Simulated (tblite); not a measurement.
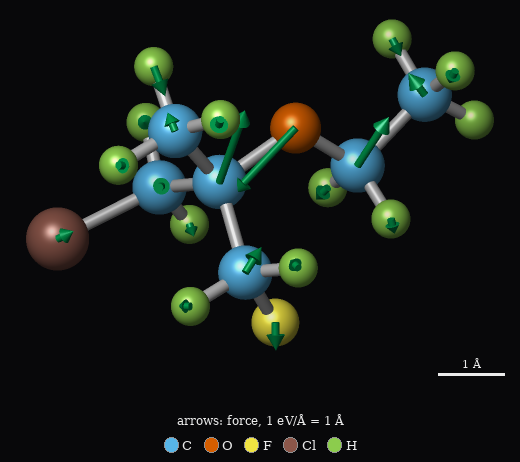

Starting geometry of C$_{6}$H$_{12}$ClFO with the computed forces as green arrows. A ball-and-stick model, seen from a free direction.

Method: GFN2-xTB geometry optimisation, gas phase (tblite). 

### What follows when this structure is relaxed?

It isn't relaxed: the largest force vector, on a C atom, is 1.55 eV/Å. The final displacements have little in common with the starting forces (cosine between the two patterns 0.27). The atom that moves furthest after the best rigid fit is an H atom (0.15 Å). Largest moves by element: H 0.15 Å, Cl 0.10 Å, F 0.08 Å, C 0.05 Å, O 0.04 Å. Some distances before and after: C–O 1.462 → 1.416 Å, C–C 1.554 → 1.532 Å, C–H 1.083 → 1.097 Å, C–C 1.532 → 1.521 Å. Bond angles that change, for instance: H–C–H 106.8° → 110.2°, C–O–C 115.8° → 119.1°, C–C–F 109.2° → 112.2°. After 61 geometry steps the energy has fallen by 11.7 kJ/mol. Cost: 0.84 s on 1 thread of Arm Neoverse N1, with other jobs on the host.
